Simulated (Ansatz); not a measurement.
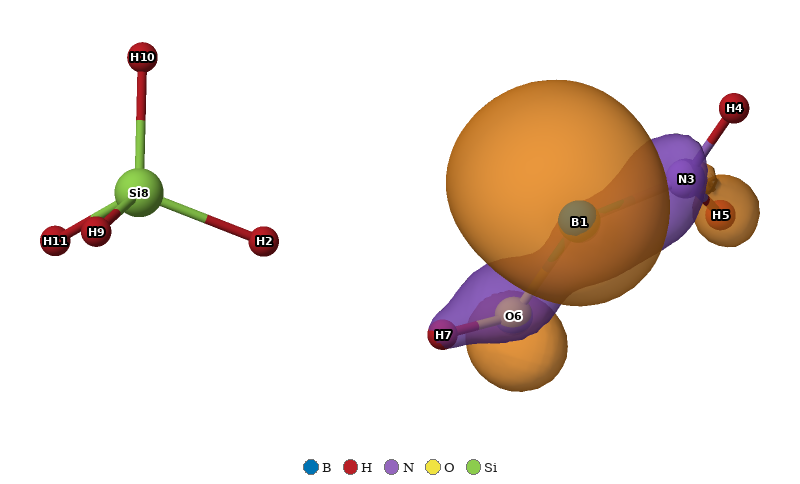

Figure. BH$_{3}$NO···SiH$_{4}$ (doublet). The HOMO (α) at ±0.15 Å⁻³ᐟ² (orange and purple are the two phases), seen across its widest extent.

The calculation used UKS B3LYP/def2-SVP (Ansatz).

Input

```
crystal:
  periodic: [false, false, false]
  atoms:
    - { symbol: B, position_ang: [0.106042, -0.549338, -0.524284] }
    - { symbol: H, position_ang: [-0.149376, -0.192583, 1.829266] }
    - { symbol: "N", position_ang: [1.346784, -0.049652, -0.931342] }
    - { symbol: H, position_ang: [2.21911, -0.528997, -0.753481] }
    - { symbol: H, position_ang: [1.453885, 0.819677, -1.450214] }
    - { symbol: O, position_ang: [-1.069412, 0.095016, -0.77492] }
    - { symbol: H, position_ang: [-1.842187, -0.363607, -0.424484] }
    - { symbol: Si, position_ang: [-0.042839, -0.051698, 3.291341] }
    - { symbol: H, position_ang: [-0.779407, -1.170957, 3.94724] }
    - { symbol: H, position_ang: [1.38877, -0.098667, 3.707626] }
    - { symbol: H, position_ang: [-0.63837, 1.244105, 3.728953] }
magnetization:
  spin_polarized: true
  initial_magnetization: 1
basis:
  gaussian: { orbitals: def2-SVP }
hamiltonian:
  xc: b3lyp
relax:
  f_tol: 0.03
  max_steps: 50
output:
  orbitals: {}
```

Launched as:

```sh
ansatz run input.yaml --threads 4 --pin off --max-ram 5120MiB --backend cpu --events-out ev --progress --plain --runs-dir out
```

The fields are those of the run's last geometry, not of the input's.

Q: Describe this orbital and give its energy.

A: By Hirshfeld shares it lies mainly on B1 (about 70 %), O6 (about 15 %) and N3 (about 10 %). Its energy is −4.88 eV.
